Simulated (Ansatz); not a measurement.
**H₇NSi₂···NH₃: density, localisation and related maps**

```xyz
14

Si   -0.8482   -0.1253    0.5643
N     2.1406   -0.1751    0.6757
H    -0.4252   -1.4962    0.9923
H    -0.3977    0.8179    1.6232
N    -2.5642    0.0757    0.4414
H     2.6488   -0.9056    0.1927
Si    0.0641    0.3648   -1.5280
H     2.1266   -0.4111    1.6602
H     2.6661    0.6845    0.5741
H    -3.1468   -0.0100    1.2594
H    -3.0462   -0.2653   -0.3746
H    -1.0142    0.5581   -2.5465
H     0.9338   -0.7339   -2.0315
H     0.8623    1.6214   -1.5026
```

The product side of a reaction path; geometry: PBE0-D4/def2-TZVP; a saddle point, not a minimum.

Computed with Ansatz, RKS PBE0-D4/def2-TZVPP.

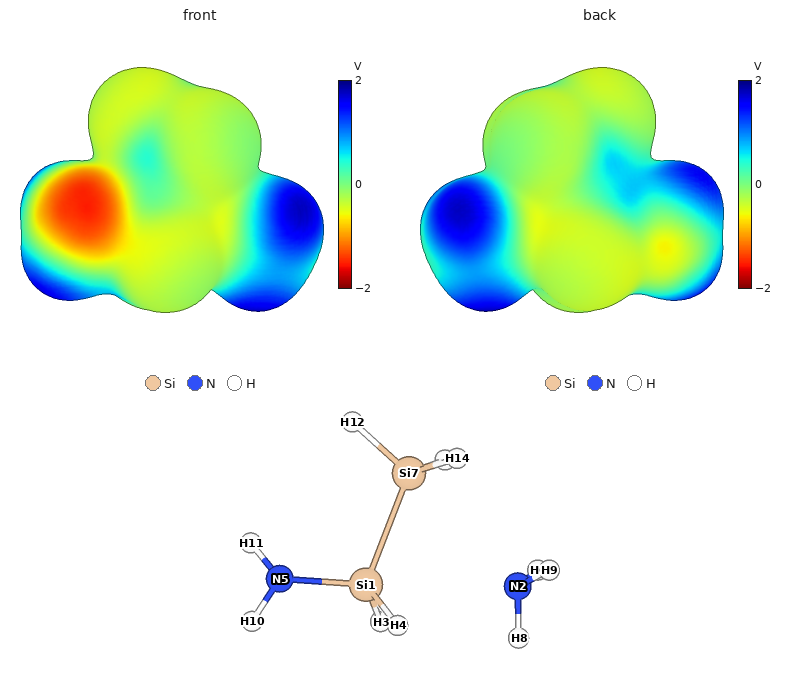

Figure 1. The molecular electrostatic potential painted on the density surface at 0.002 e/bohr³, seen from the front and from behind; the colour scale runs from red (negative) to blue (positive). The bare structure is drawn below in the same view.

Describe the electrostatic potential map.

Answer. The most negative region (about −1.5 V) lies over N5, the most positive (about +1.7 V) over H6, H8 and H9. N5 is the likeliest acceptor of a hydrogen bond.

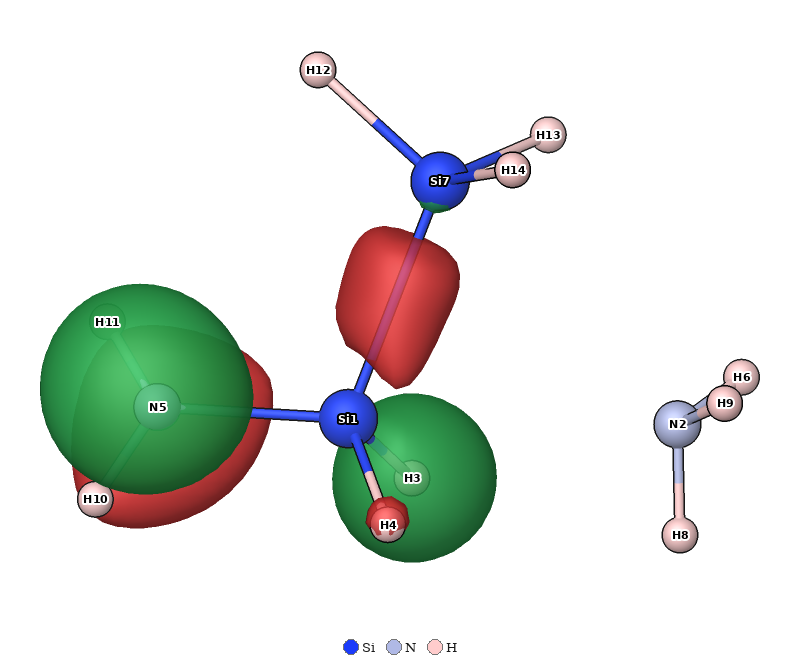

Figure 2. The HOMO at ±0.15 Å⁻³ᐟ² (green and red are the two phases), seen across its widest extent.

Where does this orbital lie, and at what energy?

Answer. Its weight (Hirshfeld) is mainly on N5 (about 55 %), Si1 (about 15 %), H3 (about 10 %) and Si7 (about 5 %). Its energy is −6.93 eV.

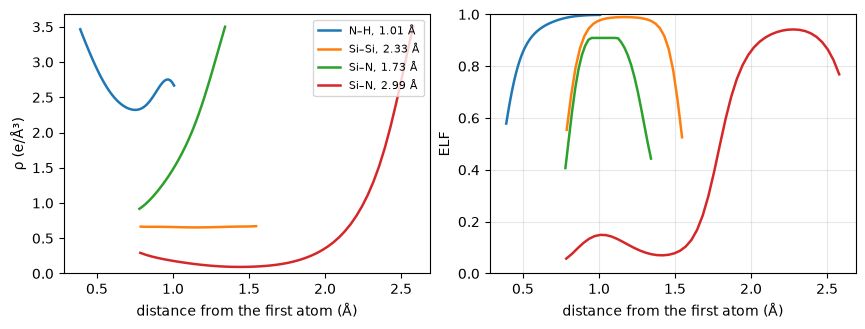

Figure 3. Electron density and ELF along straight lines between neighbouring atoms. The curves leave out the atomic cores.

What can be read from the curves?

Answer. N–H (1.01 Å): ρ at the midpoint is about 2.9 e/Å³; the ELF climbs to about 1 towards the hydrogen, as it does in any bond to H (an ordinary covalent bond to hydrogen).
Si–Si (2.33 Å): the density is about 0.65 e/Å³ at the midpoint; the ELF peaks at about 1 between the atoms, as expected for a shared electron pair.
Si–N (1.73 Å): ρ is about 1.1 e/Å³ halfway; the ELF peaks at about 0.90 between the atoms (a shared but strongly polarised pair).
Si1···N2 (2.99 Å): the density falls to about 0.09 e/Å³ on the way; the ELF is about 0.10 at the midpoint.
